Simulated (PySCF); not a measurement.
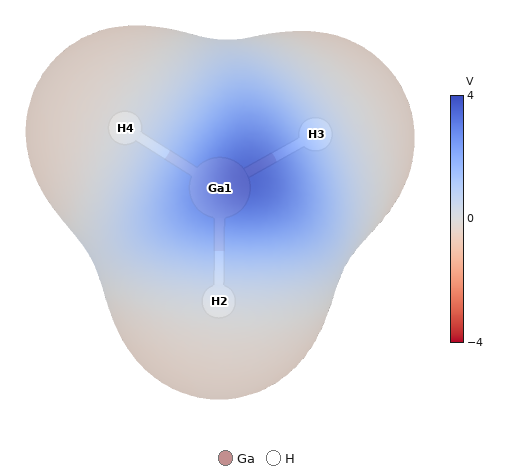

Figure 1: GaH3 (SMILES [GaH3]). The electrostatic potential painted on the density surface at 0.002 e/bohr³, seen at a tilt; the colour scale runs from red (negative) to blue (positive).

Geometry: PBE0-D3(BJ)/def2-SVP.

Level of theory: DFT single point, gas phase, functional M06-2X (PySCF 2.14.0, density-fitted response routines).

Input

```
{"job": {"kind": "sp", "xc": "M06-2X", "basis": "def2-TZVP", "grid": 3}, "charge": 0, "multiplicity": 1}
Ga     0.005146     0.002208    -0.011381
H      0.003278     1.573287    -0.031125
H      1.366772    -0.781100     0.020876
H     -1.354698    -0.784834    -0.024069
```

Launched as:

```sh
OMP_NUM_THREADS=1 python redox_run.py task.json out
```

Which sites attract a positive test charge, and which a negative one?

A positive charge is drawn to the negative regions and a negative charge to the positive ones. The most negative region (about −0.3 V) lies over H2, H3 and H4, the most positive (about +3.5 V) over Ga1.

What dipole moment does the calculation give?

Its dipole moment is zero.
